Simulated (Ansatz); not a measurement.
## Cr under a change: 4 layers

Base system: Cr in the bcc (W type) structure (space group Im-3m, No. 229; a = 2.829 Å; non-magnetic). Axes: x, y, z lie along the cube axes.

It is then changed as follows: a free-standing slab of 4 layers (4 atoms, 1 a layer) is cut normal to [110], with 15 Å of vacuum and the in-plane cell held at bulk.

Calculations: Ansatz (an electronic-structure program), r2SCAN, PAW, cutoff 500 eV, without spin-orbit coupling. Settings: 20×20×1 k-points, 0.05 eV Fermi–Dirac smearing, for the changed cell.

| quantity | base | changed | shift |
|---|---|---|---|
| shortest interatomic distance | 2.450 Å | 2.389 Å | -0.0617 Å |
| band gap | zero | zero | – |
| excess energy per area of both faces (slab less bulk energy over the cell's area: twice a surface energy) (uncertain by up to 0.1 J/m²) | – | 7.3 J/m² | – |
| thickness between the outermost nuclei | – | 5.88 Å | – |
| change of the spacing d12 from its bulk value of 2.001 Å | – | -3.8 % | – |
| change of the spacing d23 from its bulk value of 2.001 Å | – | +1.3 % | – |

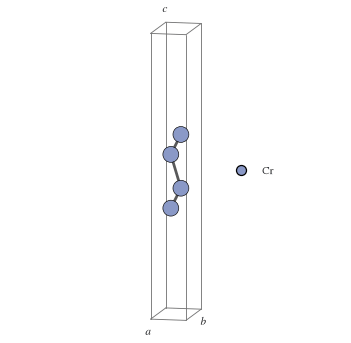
Figure. The relaxed cell after the change

Slab and bulk use different k-meshes, which limits the precision of the excess energy. Whether these cells are dynamically stable was not tested. Starting moments died away, wholly or in part, for the base; another magnetic solution may exist. All final runs are without spin polarisation. Real Cr is antiferromagnetic at low temperature and ambient pressure, an order that this cell doesn't hold.
